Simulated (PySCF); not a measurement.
# CH3Cl2−, a complex of two parts: interaction energy

Wanted: the interaction energy for `CCl` with `[Cl-]`.

Computed with PySCF 2.14.0; each step states its level. No surroundings beyond the atoms listed, unless a continuum is named. Atoms count from 0, parts from 1.

## 1. The system as given

6 atoms, charge -1, multiplicity 1; geometry: GFN2-xTB. Parts: 1 = atoms 0–4, `CCl`, charge 0; 2 = atom 5, `[Cl-]`, charge -1.

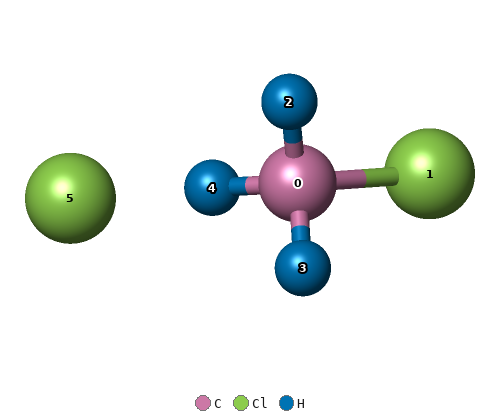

The starting geometry (carbon pink, chlorine green, hydrogen blue), atoms numbered.

## 2. Geometry optimisation at PBE0-D3(BJ)/def2-TZVPD

The job: settings as JSON, then the geometry in Å.

```
{"job": {"xc": "PBE0", "basis": "def2-TZVPD", "d3": "d3bj", "grid": 3, "kind": "geom", "shake": 0.01}, "charge": -1, "multiplicity": 1, "parts": [{"atoms": "0-4", "charge": 0, "multiplicity": 1}, {"atoms": "5-5", "charge": -1, "multiplicity": 1}]}
C     -0.133787    -0.058353    -0.074930
Cl     1.579794     0.050959     0.243963
H     -0.661413    -0.524150     0.746947
H     -0.279088    -0.598058    -0.991307
H     -0.542214     0.966147    -0.207011
Cl    -3.054409    -0.199383    -0.608885
```

Command:

```
OMP_NUM_THREADS=1 python cluster_run.py task.json out
```

The driver reads the jobs from task.json and runs them one after another.

The log of the run:

```text
step   0  E = -960.08134679  max force = 0.026776
step   1  E = -960.08429937  max force = 0.006111
step   2  E = -960.08444212  max force = 0.000966
step   3  E = -960.08446340  max force = 0.000847
step   4  E = -960.08447152  max force = 0.000522
step   5  E = -960.08447235  max force = 0.000302
optimisation converged
```

It took 46 s on 1 thread of Arm Neoverse V1, shared host; peak memory 0.59 GiB.

The steps of the relaxation:

```tsv
step	energy from step 0 (eV)	largest force component (eV/Å)
0	0.0000	1.3769
1	-0.0803	0.3142
2	-0.0842	0.0497
3	-0.0848	0.0436
4	-0.0850	0.0268
5	-0.0851	0.0155
```

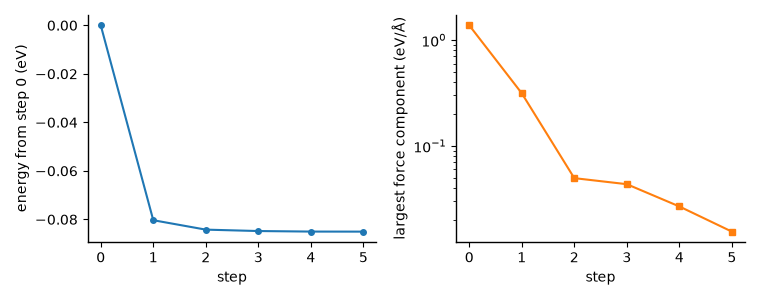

Energy and largest force along the relaxation.

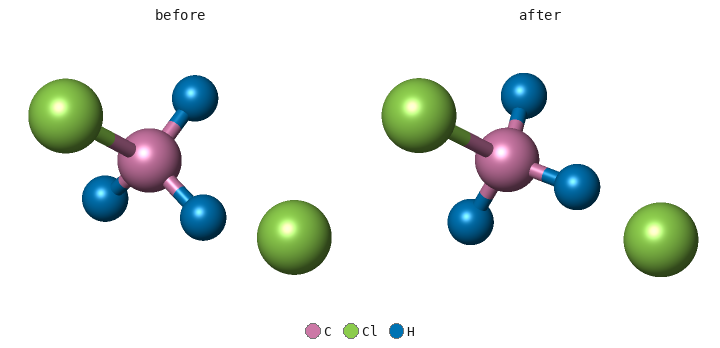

The geometry before (left) and after (right).

Distances of close pairs at the start and the end, largest changes first:

```tsv
bond	before (Å)	after (Å)	change (Å)
C0–Cl1	1.746	1.813	+0.066
C0–H4	1.111	1.083	-0.027
C0–H3	1.073	1.083	+0.010
C0–H2	1.082	1.084	+0.001
```

The end geometry stands in the next job.

```tsv
at the end point	value
point group (found at 0.08 Å tolerance)	C3v
rotational constants (GHz, main isotopes)	158.3, 1.161, 1.161
```

Contacts at the end point (a selection, picked against the atoms' radii; other short pairs can be missing):

```tsv
atoms	distance (Å)	kind (by distance and angle)	angle (°)
C0···Cl5	3.14	inside the van der Waals sum	–
```

Against the parts relaxed at this level the binding energy is -10.48 kcal/mol, without counterpoise.

## 3. Coupled-cluster interaction energy: CCSD(T) and MP2, 3.14 Å

The job: settings as JSON, then the geometry in Å.

```
{"job": {"kind": "intercc", "basis": "aug-cc-pVDZ", "basis_mid": "aug-cc-pVTZ", "basis_large": "aug-cc-pVQZ"}, "charge": -1, "multiplicity": 1, "parts": [{"atoms": "0-4", "charge": 0, "multiplicity": 1}, {"atoms": "5-5", "charge": -1, "multiplicity": 1}]}
C     -0.125676    -0.043775    -0.075934
Cl     1.657418     0.075360     0.228922
H     -0.520953    -0.865999     0.508690
H     -0.285472    -0.221786    -1.132686
H     -0.592266     0.887652     0.221515
Cl    -3.215860    -0.196638    -0.619718
```

With the program's defaults for keys left out, this is: CCSD(T)/aug-cc-pVDZ and MP2/aug-cc-pVTZ, aug-cc-pVQZ counterpoise interaction energy, frozen core, gas phase.

The log of the run:

```text
part 1, own basis, geometry of the cluster
final grid: 39072 points
cycle   1  E = -499.1118391904  dE =  1.743e-02  |g| = 3.324e-01  |ddm| = 3.527e+00
cycle   2  E = -499.1400492699  dE = -2.821e-02  |g| = 1.855e-01  |ddm| = 8.319e-01
cycle   3  E = -499.1480584835  dE = -8.009e-03  |g| = 2.682e-02  |ddm| = 2.813e-01
cycle   4  E = -499.1484504024  dE = -3.919e-04  |g| = 5.550e-03  |ddm| = 6.299e-02
cycle   5  E = -499.1484746083  dE = -2.421e-05  |g| = 1.825e-03  |ddm| = 1.393e-02
cycle   6  E = -499.1484770336  dE = -2.425e-06  |g| = 6.026e-04  |ddm| = 4.905e-03
cycle   7  E = -499.1484772846  dE = -2.510e-07  |g| = 1.405e-04  |ddm| = 1.955e-03
cycle   8  E = -499.1484773007  dE = -1.611e-08  |g| = 2.323e-05  |ddm| = 6.540e-04
cycle   9  E = -499.1484773011  dE = -4.004e-10  |g| = 3.323e-06  |ddm| = 9.569e-05
converged SCF energy = -499.1484773011

part 2, own basis, geometry of the cluster
final grid: 11752 points
cycle   1  E = -459.5313811503  dE = -2.624e-01  |g| = 3.308e-01  |ddm| = 5.018e-01
cycle   2  E = -459.5679486961  dE = -3.657e-02  |g| = 1.745e-01  |ddm| = 9.729e-01
cycle   3  E = -459.5736707431  dE = -5.722e-03  |g| = 1.447e-02  |ddm| = 1.846e-01
cycle   4  E = -459.5737325466  dE = -6.180e-05  |g| = 2.898e-03  |ddm| = 3.265e-02
cycle   5  E = -459.5737369306  dE = -4.384e-06  |g| = 3.723e-04  |ddm| = 1.275e-02
cycle   6  E = -459.5737370341  dE = -1.035e-07  |g| = 1.955e-05  |ddm| = 2.526e-03
cycle   7  E = -459.5737370343  dE = -2.409e-10  |g| = 2.152e-06  |ddm| = 8.779e-05
converged SCF energy = -459.5737370343

part 1, own basis, relaxed alone
final grid: 39072 points
cycle   1  E = -499.1135354724  dE =  6.417e-02  |g| = 3.266e-01  |ddm| = 3.536e+00
cycle   2  E = -499.1407693367  dE = -2.723e-02  |g| = 1.794e-01  |ddm| = 8.084e-01
cycle   3  E = -499.1482302358  dE = -7.461e-03  |g| = 2.679e-02  |ddm| = 2.727e-01
cycle   4  E = -499.1486236526  dE = -3.934e-04  |g| = 5.579e-03  |ddm| = 6.245e-02
cycle   5  E = -499.1486478509  dE = -2.420e-05  |g| = 1.813e-03  |ddm| = 1.384e-02
cycle   6  E = -499.1486501281  dE = -2.277e-06  |g| = 6.004e-04  |ddm| = 4.654e-03
cycle   7  E = -499.1486503738  dE = -2.457e-07  |g| = 1.312e-04  |ddm| = 1.931e-03
cycle   8  E = -499.1486503879  dE = -1.405e-08  |g| = 2.238e-05  |ddm| = 6.130e-04
cycle   9  E = -499.1486503883  dE = -3.670e-10  |g| = 3.544e-06  |ddm| = 9.356e-05
converged SCF energy = -499.1486503883

part 2, own basis, relaxed alone: E = -459.5737370343 (as before)

cluster
final grid: 6200 points
cycle   1  E = -958.7347540917  dE = -7.309e-03  |g| = 3.755e-02  |ddm| = 3.531e-01
cycle   2  E = -958.7354208614  dE = -6.668e-04  |g| = 1.612e-02  |ddm| = 1.185e-01
cycle   3  E = -958.7355333080  dE = -1.124e-04  |g| = 6.595e-03  |ddm| = 3.459e-02
cycle   4  E = -958.7355659679  dE = -3.266e-05  |g| = 1.363e-03  |ddm| = 2.835e-02
cycle   5  E = -958.7355676047  dE = -1.637e-06  |g| = 4.784e-04  |ddm| = 5.284e-03
cycle   6  E = -958.7355677581  dE = -1.534e-07  |g| = 1.207e-04  |ddm| = 1.676e-03
cycle   7  E = -958.7355677701  dE = -1.202e-08  |g| = 2.137e-05  |ddm| = 5.424e-04
cycle   8  E = -958.7355677705  dE = -3.315e-10  |g| = 5.301e-06  |ddm| = 1.214e-04
converged SCF energy = -958.7355677705

part 1 in the basis of the cluster
final grid: 6200 points
cycle   1  E = -499.1484985994  dE = -2.138e-05  |g| = 7.549e-04  |ddm| = 1.656e-01
cycle   2  E = -499.1484988145  dE = -2.151e-07  |g| = 9.249e-05  |ddm| = 2.004e-02
cycle   3  E = -499.1484988185  dE = -4.013e-09  |g| = 7.835e-06  |ddm| = 2.995e-03
cycle   4  E = -499.1484988185  dE = -2.672e-11  |g| = 2.974e-06  |ddm| = 1.208e-04
converged SCF energy = -499.1484988185

part 2 in the basis of the cluster
final grid: 6200 points
cycle   1  E = -459.5735162602  dE = -2.824e-05  |g| = 1.206e-03  |ddm| = 9.695e-02
cycle   2  E = -459.5735168305  dE = -5.702e-07  |g| = 2.633e-04  |ddm| = 1.070e-02
cycle   3  E = -459.5735168753  dE = -4.479e-08  |g| = 1.241e-04  |ddm| = 2.099e-03
cycle   4  E = -459.5735168807  dE = -5.385e-09  |g| = 1.656e-05  |ddm| = 6.640e-04
cycle   5  E = -459.5735168810  dE = -2.951e-10  |g| = 1.447e-06  |ddm| = 2.223e-04
converged SCF energy = -459.5735168810

Interaction energy (kcal/mol)
  counterpoise      -10.757
  uncorrected       -11.190
  dispersion part     0.000
  deformation         0.275
  binding           -10.482

Decomposition of the uncorrected value (kcal/mol)
  electrostatic     -12.678
  Pauli               9.239
  orbital            -5.097
  dispersion          0.000
  correlation        -2.654

Charge of each part in the cluster: -0.011 -0.989
part 1, own basis, geometry of the cluster
final grid: 39072 points
cycle   1  E = -499.1177199337  dE =  1.553e-02  |g| = 3.355e-01  |ddm| = 3.610e+00
cycle   2  E = -499.1459678647  dE = -2.825e-02  |g| = 1.894e-01  |ddm| = 7.805e-01
cycle   3  E = -499.1540303985  dE = -8.063e-03  |g| = 2.752e-02  |ddm| = 2.960e-01
cycle   4  E = -499.1544373206  dE = -4.069e-04  |g| = 5.985e-03  |ddm| = 6.452e-02
cycle   5  E = -499.1544647479  dE = -2.743e-05  |g| = 1.988e-03  |ddm| = 1.354e-02
cycle   6  E = -499.1544676446  dE = -2.897e-06  |g| = 6.614e-04  |ddm| = 5.684e-03
cycle   7  E = -499.1544679325  dE = -2.878e-07  |g| = 1.646e-04  |ddm| = 1.927e-03
cycle   8  E = -499.1544679538  dE = -2.138e-08  |g| = 2.679e-05  |ddm| = 6.595e-04
cycle   9  E = -499.1544679544  dE = -5.211e-10  |g| = 3.828e-06  |ddm| = 9.824e-05
converged SCF energy = -499.1544679544

part 2, own basis, geometry of the cluster
final grid: 11752 points
cycle   1  E = -459.5342451570  dE = -2.626e-01  |g| = 3.296e-01  |ddm| = 7.092e-01
cycle   2  E = -459.5708423922  dE = -3.660e-02  |g| = 1.774e-01  |ddm| = 9.359e-01
cycle   3  E = -459.5765244725  dE = -5.682e-03  |g| = 1.539e-02  |ddm| = 4.004e-01
cycle   4  E = -459.5765884905  dE = -6.402e-05  |g| = 3.203e-03  |ddm| = 3.479e-02
cycle   5  E = -459.5765934595  dE = -4.969e-06  |g| = 4.344e-04  |ddm| = 1.106e-02
cycle   6  E = -459.5765936147  dE = -1.552e-07  |g| = 3.518e-05  |ddm| = 2.672e-03
cycle   7  E = -459.5765936161  dE = -1.445e-09  |g| = 1.941e-06  |ddm| = 2.890e-04
cycle   8  E = -459.5765936161  dE = -2.160e-12  |g| = 1.965e-07  |ddm| = 5.823e-06
converged SCF energy = -459.5765936161

part 1, own basis, relaxed alone
final grid: 39072 points
cycle   1  E = -499.1195070987  dE =  6.220e-02  |g| = 3.297e-01  |ddm| = 3.615e+00
cycle   2  E = -499.1467775304  dE = -2.727e-02  |g| = 1.836e-01  |ddm| = 7.561e-01
cycle   3  E = -499.1542946372  dE = -7.517e-03  |g| = 2.746e-02  |ddm| = 2.838e-01
cycle   4  E = -499.1547036370  dE = -4.090e-04  |g| = 6.009e-03  |ddm| = 6.339e-02
cycle   5  E = -499.1547310823  dE = -2.745e-05  |g| = 1.967e-03  |ddm| = 1.354e-02
cycle   6  E = -499.1547337779  dE = -2.696e-06  |g| = 6.590e-04  |ddm| = 5.565e-03
cycle   7  E = -499.1547340586  dE = -2.807e-07  |g| = 1.532e-04  |ddm| = 1.916e-03
cycle   8  E = -499.1547340772  dE = -1.859e-08  |g| = 2.557e-05  |ddm| = 6.062e-04
cycle   9  E = -499.1547340777  dE = -4.723e-10  |g| = 3.858e-06  |ddm| = 9.274e-05
converged SCF energy = -499.1547340777

part 2, own basis, relaxed alone: E = -459.5765936161 (as before)

cluster
final grid: 6200 points
cycle   1  E = -958.7435106985  dE = -7.348e-03  |g| = 3.835e-02  |ddm| = 3.108e-01
cycle   2  E = -958.7441869702  dE = -6.763e-04  |g| = 1.659e-02  |ddm| = 1.022e-01
cycle   3  E = -958.7443010459  dE = -1.141e-04  |g| = 6.709e-03  |ddm| = 3.712e-02
cycle   4  E = -958.7443345041  dE = -3.346e-05  |g| = 1.444e-03  |ddm| = 2.540e-02
cycle   5  E = -958.7443363127  dE = -1.809e-06  |g| = 4.993e-04  |ddm| = 6.318e-03
cycle   6  E = -958.7443364761  dE = -1.634e-07  |g| = 1.375e-04  |ddm| = 1.672e-03
cycle   7  E = -958.7443364913  dE = -1.528e-08  |g| = 2.499e-05  |ddm| = 4.953e-04
cycle   8  E = -958.7443364918  dE = -4.545e-10  |g| = 5.642e-06  |ddm| = 1.434e-04
converged SCF energy = -958.7443364918

part 1 in the basis of the cluster
final grid: 6200 points
cycle   1  E = -499.1544784551  dE = -1.003e-05  |g| = 4.900e-04  |ddm| = 1.285e-01
cycle   2  E = -499.1544785499  dE = -9.481e-08  |g| = 5.481e-05  |ddm| = 1.463e-02
cycle   3  E = -499.1544785515  dE = -1.564e-09  |g| = 3.626e-06  |ddm| = 2.097e-03
cycle   4  E = -499.1544785515  dE = -7.731e-12  |g| = 6.290e-07  |ddm| = 9.589e-05
converged SCF energy = -499.1544785515

part 2 in the basis of the cluster
final grid: 6200 points
cycle   1  E = -459.5763655733  dE = -8.225e-06  |g| = 9.473e-04  |ddm| = 8.359e-02
cycle   2  E = -459.5763660101  dE = -4.367e-07  |g| = 2.717e-04  |ddm| = 8.633e-03
cycle   3  E = -459.5763660564  dE = -4.634e-08  |g| = 1.130e-04  |ddm| = 2.139e-03
cycle   4  E = -459.5763660639  dE = -7.451e-09  |g| = 8.974e-06  |ddm| = 1.168e-03
cycle   5  E = -459.5763660640  dE = -9.157e-11  |g| = 1.092e-06  |ddm| = 2.608e-04
converged SCF energy = -459.5763660640

Interaction energy (kcal/mol)
  counterpoise      -11.016
  uncorrected       -11.247
  dispersion part     0.000
  deformation         0.364
  binding           -10.652

Decomposition of the uncorrected value (kcal/mol)
  electrostatic     -12.664
  Pauli               9.315
  orbital            -5.129
  dispersion          0.000
  correlation        -2.769

Charge of each part in the cluster: -0.011 -0.989
part 1 in the basis of the cluster: E(HF) = -499.122156747  E2 = -0.303111252  E(CCSD corr) = -0.333051340  (T) = -0.009541301
part 2 in the basis of the cluster: E(HF) = -459.563734997  E2 = -0.160135774  E(CCSD corr) = -0.171584015  (T) = -0.004333122
cluster: E(HF) = -958.699886575  E2 = -0.465770202  E(CCSD corr) = -0.506336304  (T) = -0.014288771

Counterpoise interaction energy (kcal/mol)
  hf_small                  -8.782
  mp2_small                -10.365
  ccsd_small                -9.849
  ccsdt_small              -10.109
  hf_large                  -8.466
  mp2_large                -11.016
  hf_middle                 -8.504
  mp2_middle               -10.757
  scs_mp2_large            -10.230
  mp2_limit                -11.232
  ccsdt_less_mp2             0.256
  ccsdt_limit_estimate     -10.976
  bsse_mp2_large             0.232
```

Run time: 2.1 min. Hardware: 1 thread of Arm Neoverse V1, shared host; peak memory 1.2 GiB.

Contacts at this geometry (a selection, picked against the atoms' radii; other short pairs can be missing):

```tsv
atoms	distance (Å)	kind (by distance and angle)	angle (°)
C0···Cl5	3.14	inside the van der Waals sum	–
```

Differences are taken before rounding.

```tsv
method	interaction energy (kcal/mol)	from CCSD(T), limit estimate (kcal/mol)
HF/aug-cc-pVDZ	-8.78	+2.19
MP2/aug-cc-pVDZ	-10.37	+0.61
CCSD/aug-cc-pVDZ	-9.85	+1.13
CCSD(T)/aug-cc-pVDZ	-10.11	+0.87
HF/aug-cc-pVQZ	-8.47	+2.51
MP2/aug-cc-pVQZ	-11.02	-0.04
SCS-MP2/aug-cc-pVQZ	-10.23	+0.75
MP2, extrapolated	-11.23	-0.26
CCSD(T), limit estimate	-10.98	0
```

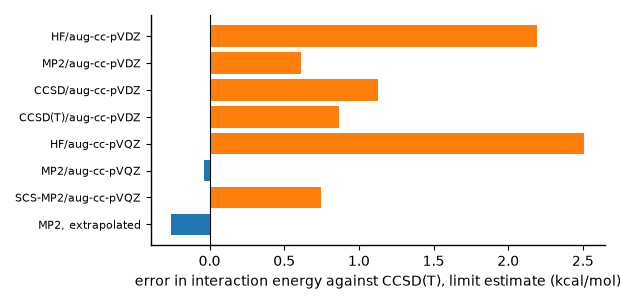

Deviations from CCSD(T), limit estimate, method by method.

These energies keep the parts at their geometry in the cluster; deforming them to it costs 0.36 kcal/mol (MP2).

## 4. Coupled-cluster interaction energy: CCSD(T) and MP2, 3.30 Å

Settings changed since step 3:

```diff
@@ -6,2 +6,2 @@
 H     -0.592266     0.887652     0.221515
-Cl    -3.215860    -0.196638    -0.619718
+Cl    -3.370369    -0.204281    -0.646907
```

Level: CCSD(T)/aug-cc-pVDZ and MP2/aug-cc-pVTZ, aug-cc-pVQZ counterpoise interaction energy, frozen core, gas phase.

The log of the run:

```text
part 1, own basis, geometry of the cluster: E = -499.1484773011 (as before)

part 2, own basis, geometry of the cluster: E = -459.5737370343 (as before)

part 1, own basis, relaxed alone: E = -499.1486503883 (as before)

part 2, own basis, relaxed alone: E = -459.5737370343 (as before)

cluster
final grid: 6200 points
cycle   1  E = -958.7356314825  dE = -5.987e-03  |g| = 3.391e-02  |ddm| = 3.017e-01
cycle   2  E = -958.7361644805  dE = -5.330e-04  |g| = 1.450e-02  |ddm| = 1.052e-01
cycle   3  E = -958.7362546135  dE = -9.013e-05  |g| = 5.945e-03  |ddm| = 3.082e-02
cycle   4  E = -958.7362808653  dE = -2.625e-05  |g| = 1.248e-03  |ddm| = 2.528e-02
cycle   5  E = -958.7362822506  dE = -1.385e-06  |g| = 4.286e-04  |ddm| = 4.888e-03
cycle   6  E = -958.7362823763  dE = -1.257e-07  |g| = 1.078e-04  |ddm| = 1.506e-03
cycle   7  E = -958.7362823858  dE = -9.502e-09  |g| = 1.879e-05  |ddm| = 4.900e-04
cycle   8  E = -958.7362823860  dE = -2.417e-10  |g| = 4.617e-06  |ddm| = 1.134e-04
converged SCF energy = -958.7362823860

part 1 in the basis of the cluster
final grid: 6200 points
cycle   1  E = -499.1484960156  dE = -1.897e-05  |g| = 7.253e-04  |ddm| = 1.620e-01
cycle   2  E = -499.1484962142  dE = -1.986e-07  |g| = 8.904e-05  |ddm| = 1.950e-02
cycle   3  E = -499.1484962178  dE = -3.652e-09  |g| = 7.361e-06  |ddm| = 2.873e-03
cycle   4  E = -499.1484962179  dE = -2.206e-11  |g| = 2.860e-06  |ddm| = 1.029e-04
converged SCF energy = -499.1484962179

part 2 in the basis of the cluster
final grid: 6200 points
cycle   1  E = -459.5735171969  dE = -2.512e-05  |g| = 1.158e-03  |ddm| = 9.043e-02
cycle   2  E = -459.5735177401  dE = -5.433e-07  |g| = 2.593e-04  |ddm| = 9.686e-03
cycle   3  E = -459.5735177836  dE = -4.347e-08  |g| = 1.215e-04  |ddm| = 1.886e-03
cycle   4  E = -459.5735177889  dE = -5.323e-09  |g| = 1.559e-05  |ddm| = 6.389e-04
cycle   5  E = -459.5735177892  dE = -2.596e-10  |g| = 1.374e-06  |ddm| = 2.031e-04
converged SCF energy = -459.5735177892

Interaction energy (kcal/mol)
  counterpoise      -10.591
  uncorrected       -10.932
  dispersion part     0.000
  deformation         0.275
  binding           -10.316

Decomposition of the uncorrected value (kcal/mol)
  electrostatic     -10.746
  Pauli               5.930
  orbital            -4.166
  dispersion          0.000
  correlation        -1.951

Charge of each part in the cluster: -0.010 -0.990
part 1, own basis, geometry of the cluster: E = -499.1544679544 (as before)

part 2, own basis, geometry of the cluster: E = -459.5765936161 (as before)

part 1, own basis, relaxed alone: E = -499.1547340777 (as before)

part 2, own basis, relaxed alone: E = -459.5765936161 (as before)

cluster
final grid: 6200 points
cycle   1  E = -958.7443976615  dE = -5.988e-03  |g| = 3.464e-02  |ddm| = 2.698e-01
cycle   2  E = -958.7449374917  dE = -5.398e-04  |g| = 1.492e-02  |ddm| = 9.342e-02
cycle   3  E = -958.7450289073  dE = -9.142e-05  |g| = 6.049e-03  |ddm| = 3.380e-02
cycle   4  E = -958.7450558094  dE = -2.690e-05  |g| = 1.319e-03  |ddm| = 2.350e-02
cycle   5  E = -958.7450573340  dE = -1.525e-06  |g| = 4.467e-04  |ddm| = 5.852e-03
cycle   6  E = -958.7450574674  dE = -1.334e-07  |g| = 1.231e-04  |ddm| = 1.477e-03
cycle   7  E = -958.7450574796  dE = -1.212e-08  |g| = 2.203e-05  |ddm| = 4.393e-04
cycle   8  E = -958.7450574799  dE = -3.438e-10  |g| = 4.910e-06  |ddm| = 1.342e-04
converged SCF energy = -958.7450574799

part 1 in the basis of the cluster
final grid: 6200 points
cycle   1  E = -499.1544771083  dE = -8.832e-06  |g| = 4.548e-04  |ddm| = 1.342e-01
cycle   2  E = -499.1544771931  dE = -8.488e-08  |g| = 5.148e-05  |ddm| = 1.533e-02
cycle   3  E = -499.1544771945  dE = -1.410e-09  |g| = 3.358e-06  |ddm| = 2.107e-03
cycle   4  E = -499.1544771946  dE = -7.503e-12  |g| = 5.687e-07  |ddm| = 8.235e-05
converged SCF energy = -499.1544771946

part 2 in the basis of the cluster
final grid: 6200 points
cycle   1  E = -459.5763686149  dE = -7.768e-06  |g| = 9.320e-04  |ddm| = 8.166e-02
cycle   2  E = -459.5763690424  dE = -4.275e-07  |g| = 2.685e-04  |ddm| = 7.595e-03
cycle   3  E = -459.5763690878  dE = -4.543e-08  |g| = 1.116e-04  |ddm| = 2.098e-03
cycle   4  E = -459.5763690952  dE = -7.322e-09  |g| = 8.588e-06  |ddm| = 1.160e-03
cycle   5  E = -459.5763690953  dE = -8.271e-11  |g| = 1.116e-06  |ddm| = 2.356e-04
converged SCF energy = -459.5763690953

Interaction energy (kcal/mol)
  counterpoise      -10.796
  uncorrected       -10.978
  dispersion part     0.000
  deformation         0.364
  binding           -10.432

Decomposition of the uncorrected value (kcal/mol)
  electrostatic     -10.743
  Pauli               5.986
  orbital            -4.171
  dispersion          0.000
  correlation        -2.050

Charge of each part in the cluster: -0.010 -0.990
part 1 in the basis of the cluster: E(HF) = -499.122133981  E2 = -0.303073603  E(CCSD corr) = -0.333015492  (T) = -0.009537404
part 2 in the basis of the cluster: E(HF) = -459.563724903  E2 = -0.159928166  E(CCSD corr) = -0.171362429  (T) = -0.004296192
cluster: E(HF) = -958.700553227  E2 = -0.464829692  E(CCSD corr) = -0.505583879  (T) = -0.014156869

Counterpoise interaction energy (kcal/mol)
  hf_small                  -9.221
  mp2_small                -10.368
  ccsd_small                -9.978
  ccsdt_small              -10.180
  hf_large                  -8.918
  mp2_large                -10.796
  hf_middle                 -8.954
  mp2_middle               -10.591
  scs_mp2_large            -10.175
  mp2_limit                -10.971
  ccsdt_less_mp2             0.187
  ccsdt_limit_estimate     -10.783
  bsse_mp2_large             0.183
```

Wall time 2 min (1 thread of Arm Neoverse V1, shared host); peak memory 1.2 GiB.

Contacts at this geometry (a selection, picked against the atoms' radii; other short pairs can be missing):

```tsv
atoms	distance (Å)	kind (by distance and angle)	angle (°)
C0···Cl5	3.30	inside the van der Waals sum	–
```

Differences are taken before rounding.

```tsv
method	interaction energy (kcal/mol)	from CCSD(T), limit estimate (kcal/mol)
HF/aug-cc-pVDZ	-9.22	+1.56
MP2/aug-cc-pVDZ	-10.37	+0.42
CCSD/aug-cc-pVDZ	-9.98	+0.81
CCSD(T)/aug-cc-pVDZ	-10.18	+0.60
HF/aug-cc-pVQZ	-8.92	+1.87
MP2/aug-cc-pVQZ	-10.80	-0.01
SCS-MP2/aug-cc-pVQZ	-10.17	+0.61
MP2, extrapolated	-10.97	-0.19
CCSD(T), limit estimate	-10.78	0
```

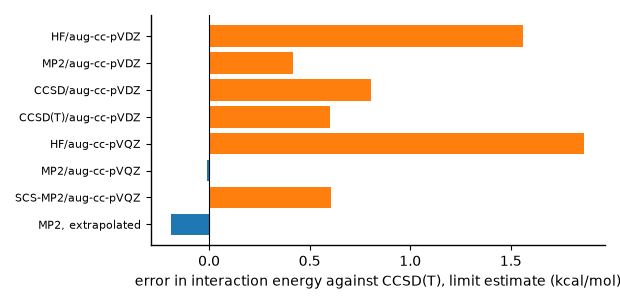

Deviations from CCSD(T), limit estimate, method by method.

These energies keep the parts at their geometry in the cluster; deforming them to it costs 0.36 kcal/mol (MP2).

[end of part 1 of 3]
